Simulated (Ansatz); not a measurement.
# BClH2: molecular dynamics

Purpose: to follow the molecule's vibrations and see whether its bonds hold. The start is relaxed first. Runs: 300 steps of 1 fs under a Langevin thermostat at 3000 K. SMILES of the start: BCl.

All numbers below are computed with Ansatz 0.2.0 (RKS r2SCAN-D4/def2-TZVP).

### 1 The starting structure

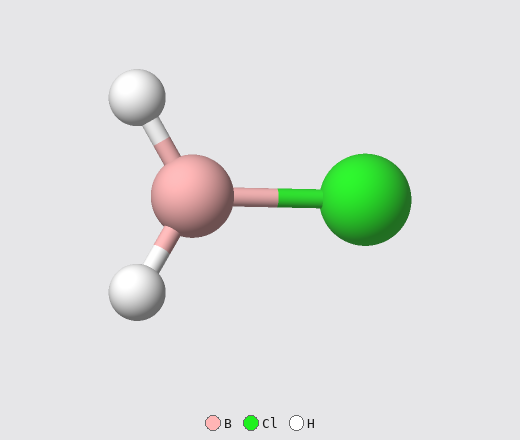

The starting structure, seen from a chosen angle (boron pink, chlorine green, hydrogen white).

Structure file:

```xyz
4

B     0.0000    0.0000    0.0000
Cl    0.0000    0.0000    1.8600
H     1.0305    0.0000   -0.5950
H    -1.0305    0.0000   -0.5950
```

### 2 Preparing the start

input.yaml reads:

```yaml
crystal:
  periodic: [false, false, false]
  atoms:
    - { symbol: B, position_ang: [0.0, 0.0, 0.0] }
    - { symbol: Cl, position_ang: [0.0, 0.0, 1.86] }
    - { symbol: H, position_ang: [1.0305, 0.0, -0.595] }
    - { symbol: H, position_ang: [-1.0305, 0.0, -0.595] }
basis:
  gaussian: { orbitals: def2-TZVP }
hamiltonian:
  xc: r2scan
  dispersion: d4
relax:
  f_tol: 0.02
  max_steps: 40
```

On the command line:

```sh
ansatz run input.yaml --threads 1 --pin off --max-ram 2048MiB --backend cpu --events-out ev --progress --plain --runs-dir out
```

The program printed, shortened:

```text
Warning: RAYON_NUM_THREADS=1 ignored (pool sized by the plan → 1); use --threads N
[...]
Functional definition: r2SCAN
[...]
513 factors; their error is unknown
[...]
mean field -13230.95556422 eV, -486.2286487213 hartree, gradient 2.1e-5 eV, S^2 0.000000; 0 other end points of the search recorded, 0 dependent functions left out
[...]
reference -13230.95557380 eV, -486.2286490734 hartree; 12, 12 occupied and 68, 68 virtual orbitals, 513 factors
relax step   1: F+E_penalty+E_count = -13230.96423458 eV  Δ(F+E_penalty+E_count) = +0.000e0 eV  max|allowed force component| = 2.294e0 eV/Å  Δτ_max = 0.0000 Å  (27 SCF iters, accepted)
[...]
relax step   4: F+E_penalty+E_count = -13231.13383495 eV  Δ(F+E_penalty+E_count) = -1.276e-3 eV  max|allowed force component| = 5.729e-2 eV/Å  Δτ_max = 0.0070 Å  (32 SCF iters, accepted)
[...]
relax step   5: F+E_penalty+E_count = -13231.13397532 eV  Δ(F+E_penalty+E_count) = -1.404e-4 eV  max|allowed force component| = 6.447e-3 eV/Å  Δτ_max = 0.0029 Å  (25 SCF iters, accepted)
513 factors; their error is unknown
mean field -13231.12528155 eV, -486.2348857182 hartree, gradient 1.8e-5 eV, S^2 0.000000; 1 other end points of the search recorded, 0 dependent functions left out
[...]
reference -13231.12529096 eV, -486.2348860641 hartree; 12, 12 occupied and 68, 68 virtual orbitals, 513 factors
Total energy: -13231.13398473 eV, -486.2352055540 hartree
Atom 0 at     0.000000     0.000000     0.012854 Å, force    -0.000000     0.000000    -0.006448 eV/Å
Atom 1 at    -0.000000    -0.000000     1.750364 Å, force     0.000000    -0.000000     0.001771 eV/Å
Atom 2 at     1.049855    -0.000000    -0.546609 Å, force    -0.004629    -0.000000     0.002338 eV/Å
Atom 3 at    -1.049855    -0.000000    -0.546609 Å, force     0.004629     0.000000     0.002338 eV/Å
Dipole moment:    -0.000000     0.000000    -0.107602 e Å
```

It took 13 s on 1 thread of Arm Neoverse V1, shared host; peak memory 0.12 GiB.

Relaxation path:

| step | energy from step 1 (eV) | largest force component (eV/Å) |
| --- | --- | --- |
| 1 | 0.0000 | 2.2943 |
| 2 | -0.1353 | 1.1404 |
| 3 | -0.1683 | 0.1054 |
| 4 | -0.1696 | 0.0573 |
| 5 | -0.1697 | 0.0064 |

Step 1 is the start.

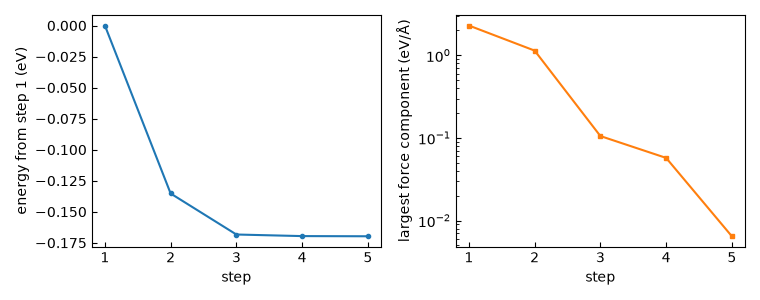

Energy and largest force along the relaxation.

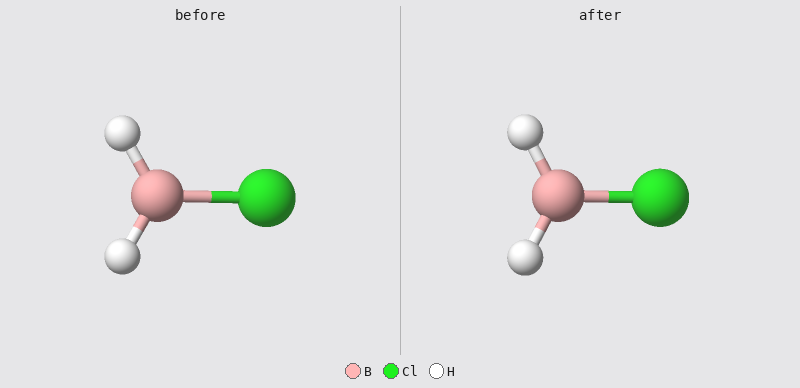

The structure before (left) and after (right), drawn at the same scale.

After: Bond lengths: B1–Cl2 1.738 Å, B1–H3 1.190 Å, B1–H4 1.190 Å. Angles: Cl2–B1–H3 118.1°, Cl2–B1–H4 118.1°, H3–B1–H4 123.9°.

### 3 The run

300 steps of 1 fs under a Langevin thermostat at 3000 K, from the relaxed start.

input.yaml reads:

```yaml
crystal:
  periodic: [false, false, false]
  atoms:
    - { symbol: B, position_ang: [0.0, 0.0, 0.012854] }
    - { symbol: Cl, position_ang: [0.0, 0.0, 1.750364] }
    - { symbol: H, position_ang: [1.049855, 0.0, -0.546609] }
    - { symbol: H, position_ang: [-1.049855, 0.0, -0.546609] }
basis:
  gaussian: { orbitals: def2-TZVP }
hamiltonian:
  xc: r2scan
  dispersion: d4
md:
  timestep: 1.0
  n_steps: 300
  ensemble: nvt_langevin
  temperature: 3000.0
  initial_velocities: maxwell_boltzmann
  seed: 883891
  friction: 0.001
```

On the command line:

```sh
ansatz run input.yaml --threads 1 --pin off --max-ram 2048MiB --backend cpu --events-out ev --progress --plain --runs-dir out
```

The program printed, shortened:

```text
Warning: RAYON_NUM_THREADS=1 ignored (pool sized by the plan → 1); use --threads N
[...]
Functional definition: r2SCAN
[...]
513 factors; their error is unknown
[...]
mean field -13231.12528155 eV, -486.2348857181 hartree, gradient 1.1e-5 eV, S^2 0.000000; 0 other end points of the search recorded, 0 dependent functions left out
[...]
reference -13231.12529096 eV, -486.2348860640 hartree; 12, 12 occupied and 68, 68 virtual orbitals, 513 factors
md step     0: t =     0.00 fs  T =  2250.0 K  F+E_penalty+E_count = -13231.13397531 eV  E_kin = 1.163340 eV  (27 SCF iters)
[...]
md step    21: t =    21.00 fs  T =   948.2 K  F+E_penalty+E_count = -13230.41905490 eV  E_kin = 0.490240 eV  (30 SCF iters, 3 dispersion substeps)
[...]
md step    42: t =    42.00 fs  T =  1168.6 K  F+E_penalty+E_count = -13230.69477475 eV  E_kin = 0.604214 eV  (30 SCF iters, 3 dispersion substeps)
[...]
md step    63: t =    63.00 fs  T =   910.3 K  F+E_penalty+E_count = -13230.59957840 eV  E_kin = 0.470661 eV  (30 SCF iters, 3 dispersion substeps)
[...]
md step    84: t =    84.00 fs  T =   872.9 K  F+E_penalty+E_count = -13230.59083655 eV  E_kin = 0.451346 eV  (30 SCF iters, 3 dispersion substeps)
md step    85: t =    85.00 fs  T =   909.9 K  F+E_penalty+E_count = -13230.60705020 eV  E_kin = 0.470456 eV  (30 SCF iters, 3 dispersion substeps)
md step    86: t =    86.00 fs  T =  1057.5 K  F+E_penalty+E_count = -13230.68043002 eV  E_kin = 0.546766 eV  (30 SCF iters, 3 dispersion substeps)
```

### 4 The output, continued: dynamics from the start

Output, continued, shortened:

```text
md step    87: t =    87.00 fs  T =  1250.9 K  F+E_penalty+E_count = -13230.79876088 eV  E_kin = 0.646758 eV  (30 SCF iters, 3 dispersion substeps)
[...]
md step   114: t =   114.00 fs  T =  1813.2 K  F+E_penalty+E_count = -13231.05445924 eV  E_kin = 0.937508 eV  (30 SCF iters, 3 dispersion substeps)
[...]
md step   141: t =   141.00 fs  T =  1357.9 K  F+E_penalty+E_count = -13230.58158969 eV  E_kin = 0.702085 eV  (30 SCF iters, 3 dispersion substeps)
[...]
md step   168: t =   168.00 fs  T =  1517.6 K  F+E_penalty+E_count = -13230.77280074 eV  E_kin = 0.784651 eV  (30 SCF iters, 3 dispersion substeps)
[...]
md step   193: t =   193.00 fs  T =  1741.7 K  F+E_penalty+E_count = -13230.78114600 eV  E_kin = 0.900545 eV  (30 SCF iters, 3 dispersion substeps)
md step   194: t =   194.00 fs  T =  1577.9 K  F+E_penalty+E_count = -13230.70252822 eV  E_kin = 0.815857 eV  (30 SCF iters, 3 dispersion substeps)
```

### 5 More of the same log: dynamics from the start

The log, continued, shortened:

```text
md step   195: t =   195.00 fs  T =  1668.7 K  F+E_penalty+E_count = -13230.70438477 eV  E_kin = 0.862785 eV  (30 SCF iters, 3 dispersion substeps)
[...]
md step   217: t =   217.00 fs  T =  1806.0 K  F+E_penalty+E_count = -13230.79742057 eV  E_kin = 0.933788 eV  (30 SCF iters, 3 dispersion substeps)
[...]
md step   239: t =   239.00 fs  T =  1437.9 K  F+E_penalty+E_count = -13230.64817811 eV  E_kin = 0.743455 eV  (30 SCF iters, 3 dispersion substeps)
[...]
md step   261: t =   261.00 fs  T =   915.1 K  F+E_penalty+E_count = -13230.30031065 eV  E_kin = 0.473159 eV  (30 SCF iters, 3 dispersion substeps)
[...]
md step   298: t =   298.00 fs  T =  2252.8 K  F+E_penalty+E_count = -13231.01750606 eV  E_kin = 1.164812 eV  (30 SCF iters, 3 dispersion substeps)
md step   299: t =   299.00 fs  T =  2191.7 K  F+E_penalty+E_count = -13231.00649097 eV  E_kin = 1.133177 eV  (29 SCF iters, 3 dispersion substeps)
[...]
md step   300: t =   300.00 fs  T =  1939.5 K  F+E_penalty+E_count = -13230.90246987 eV  E_kin = 1.002792 eV  (27 SCF iters, 3 dispersion substeps)
Total energy: -13230.90247921 eV, -486.2266978831 hartree
Atom 0 at     0.168507     0.160835     0.811059 Å, force    -0.980224    -0.093484    -1.478512 eV/Å
Atom 1 at    -0.990170     1.444435     0.858377 Å, force    -0.187168    -0.168662    -0.306870 eV/Å
Atom 2 at     0.922530     0.145817     1.606769 Å, force     1.864911     0.160867     2.329595 eV/Å
Atom 3 at     0.312134    -0.698675     0.009796 Å, force    -0.697519     0.101279    -0.544213 eV/Å
Dipole moment:     0.061268    -0.072011     0.004123 e Å
```

Wall time 10 min (1 thread of Arm Neoverse V1, shared host); peak memory 0.11 GiB.

### 6 What the atoms did

The trajectory, every 12 steps (energies from step 0):

| time (fs) | T (K) | potential energy change (meV/atom) |
| --- | --- | --- |
| 0.0 | 2250 | 0.0 |
| 12.0 | 1102 | 153.4 |
| 24.0 | 1310 | 130.4 |
| 36.0 | 962 | 144.1 |
| 48.0 | 1414 | 86.0 |
| 60.0 | 542 | 192.9 |
| 72.0 | 1326 | 62.9 |
| 84.0 | 873 | 135.8 |
| 96.0 | 1078 | 96.2 |
| 108.0 | 1203 | 84.2 |
| 120.0 | 1118 | 136.0 |
| 132.0 | 1929 | 43.5 |
| 144.0 | 698 | 229.6 |
| 156.0 | 1734 | 108.7 |
| 168.0 | 1518 | 90.3 |
| 180.0 | 1482 | 121.6 |
| 192.0 | 1620 | 96.0 |
| 204.0 | 1236 | 170.2 |
| 216.0 | 1629 | 113.4 |
| 228.0 | 635 | 229.7 |
| 240.0 | 1088 | 165.6 |
| 252.0 | 1691 | 125.4 |
| 264.0 | 1736 | 112.1 |
| 276.0 | 1260 | 149.2 |
| 288.0 | 1370 | 137.0 |
| 300.0 | 1939 | 57.9 |

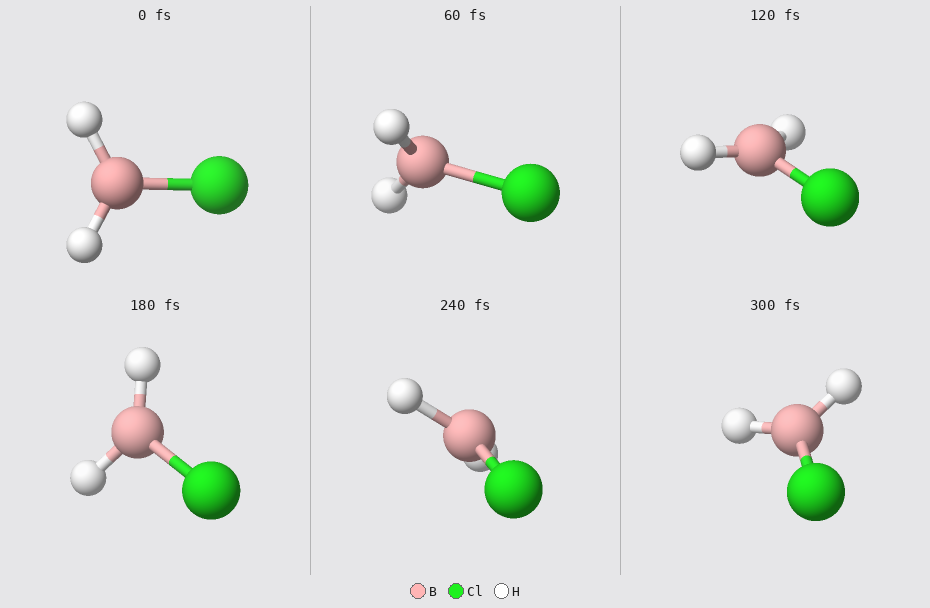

Six frames of the run, seen from a chosen angle. Sticks join atoms within a bonding distance in each frame.

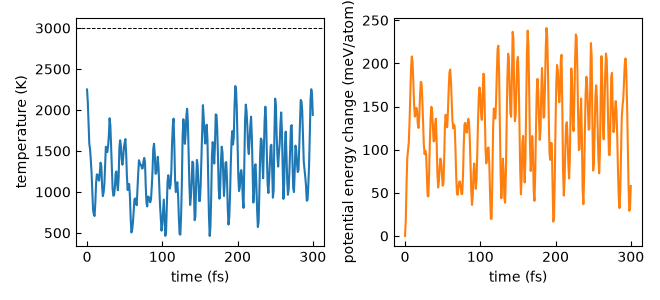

Time series of the run, each on its own scale. The dashed line is the set temperature.

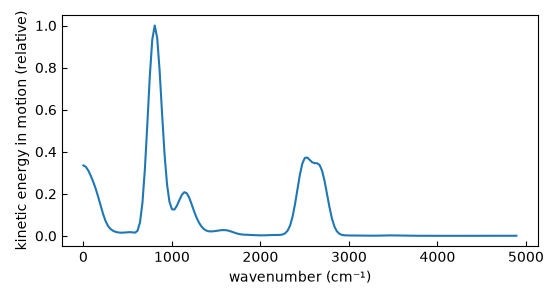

Power spectrum of the mass-weighted velocities; a run of 300 fs resolves no finer than about 220 cm⁻¹.

Maxima of the velocity power spectrum (cm⁻¹, relative height; resolution about 220 cm⁻¹): 810 (100), 2530 (37).

### 7 Frames from the trajectory

Extended XYZ, with forces in eV/Å:

```xyz
4
time_fs=38.0 T=1225 dE=0.4382
B     0.080   -0.396    0.182    0.880   -2.591   -3.424
Cl   -0.139    0.118    1.676   -0.871    1.970    4.667
H     1.109   -0.080   -0.320   -0.215    0.105   -0.653
H    -0.656   -1.302   -0.139    0.205    0.515   -0.589
4
time_fs=75.0 T=1374 dE=0.1938
B     0.192   -0.553    0.281    2.190   -1.719   -2.066
Cl   -0.355    0.292    1.609   -0.788    0.912    1.246
H     0.782   -0.008   -0.665   -0.853   -0.084    0.712
H     0.300   -1.787    0.298   -0.549    0.891    0.109
4
time_fs=112.0 T=1250 dE=0.3293
B     0.287   -0.602    0.335    0.532   -0.891    0.496
Cl   -0.593    0.445    1.506    0.662   -0.780   -0.990
H     0.372   -0.246   -0.876   -0.154   -0.421    1.525
H     0.835   -1.715    0.840   -1.040    2.092   -1.032
4
time_fs=150.0 T=889 dE=0.8299
B     0.344   -0.616    0.329   -1.148    0.101    1.262
Cl   -0.792    0.548    1.349    1.583   -1.478   -1.487
H    -0.163   -0.895   -0.871    1.359    0.493    2.216
H     1.338   -1.088    1.108   -1.793    0.885   -1.991
4
time_fs=188.0 T=601 dE=0.9639
B     0.172   -0.579    0.154   -0.179   -1.746    0.679
Cl   -0.883    0.674    1.156    1.922   -1.922   -1.799
H    -0.396   -1.693   -0.349    0.490    2.480    0.840
H     1.488   -0.723    0.104   -2.234    1.188    0.280
4
time_fs=225.0 T=1105 dE=0.6276
B     0.138   -0.472    0.252   -0.047    0.810    1.990
Cl   -0.958    0.932    1.018    1.703   -1.902   -1.524
H    -0.142   -1.559    0.823    0.210    1.113   -1.099
H     1.212   -0.251   -0.409   -1.866   -0.021    0.632
4
time_fs=262.0 T=1097 dE=0.7413
B     0.171   -0.238    0.547   -2.678    4.842   -2.281
Cl   -1.032    1.161    0.982    1.006   -1.286   -0.758
H     0.322   -0.680    1.483    1.263   -3.035    3.853
H     0.558   -0.146   -0.530    0.409   -0.521   -0.814
4
time_fs=300.0 T=1939 dE=0.2315
B     0.169    0.161    0.811   -0.980   -0.093   -1.478
Cl   -0.990    1.444    0.858   -0.187   -0.169   -0.307
H     0.922    0.146    1.607    1.865    0.161    2.330
H     0.312   -0.699    0.010   -0.698    0.101   -0.544
```

### 8 Outcome

```
                        quantity                            value
         relaxation of the start          4 moves, 0.170 eV lower
                          length                300 steps of 1 fs
temperature, first and last step                  2250 and 1939 K
        temperature, second half  mean 1424 K, from 462 to 2292 K
   potential energy, second half     +133 meV/atom from the start
          bonds formed or broken                                0
```

Against a set 3000 K the second half averages 1424 K with a spread of 408 K; 133 meV/atom has gone into potential energy, and a thermostat that acts over some 1000 fs has not made it up in 300 fs. No bond forms or breaks. Averages from a run of 300 fs with 4 atoms are rough. The nuclei move classically, without zero-point motion, which matters most for hydrogen.
